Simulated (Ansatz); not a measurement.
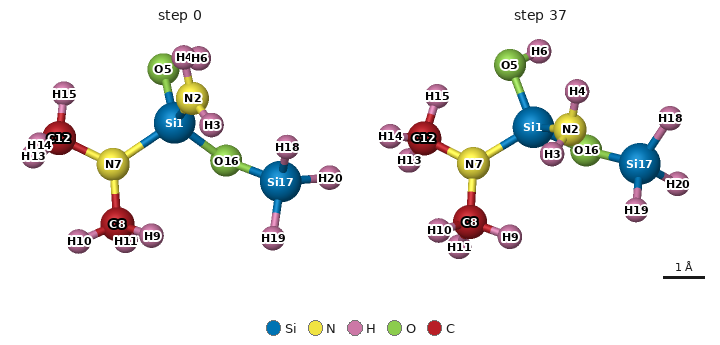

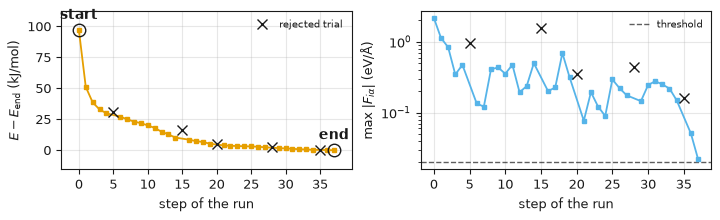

First and last geometry of a relaxation of C2H12N2O2Si2, with the history of the run. A ball-and-stick model, seen face on.

The run prepares the start of a later molecular dynamics calculation, from a guessed geometry.

Method: RKS LDA/STO-3G in Ansatz. (no spin polarisation; force threshold 0.02 eV/Å; at most 40 steps)

Q: What do the curves and the structures tell?

A: The relaxation stopped without meeting its thresholds, so the last structure isn't shown to be converged. H4 moves most after the best rigid fit: 1.17 Å. By element the largest moves are H 1.17 Å, N 0.88 Å, O 0.70 Å, C 0.49 Å, Si 0.43 Å. Near-neighbour distances that change, for instance: N2–Si17 3.277 → 2.331 Å, Si1–N7 1.819 → 1.720 Å, O16–Si17 1.680 → 1.745 Å, Si1–N2 1.820 → 1.787 Å. Among the angles between lasting bonds that change: Si1–O16–Si17 125.0° → 107.6°, N2–Si1–O16 109.5° → 94.0°, H3–N2–H4 120.0° → 105.9°. Groups turn about O16–Si17 by about 40°, Si1–N7 by about 40°, N7–C8 by about 35°. Over 32 accepted moves (37 points after the start) the energy falls by 97.1 kJ/mol. The largest force component goes from 2.2 to 0.022 eV/Å. The line search rejected the trial steps at points 5, 15, 20, 28, 35 of the run.

Limits of the set-up: STO-3G is a minimal basis, so the numbers are rough.
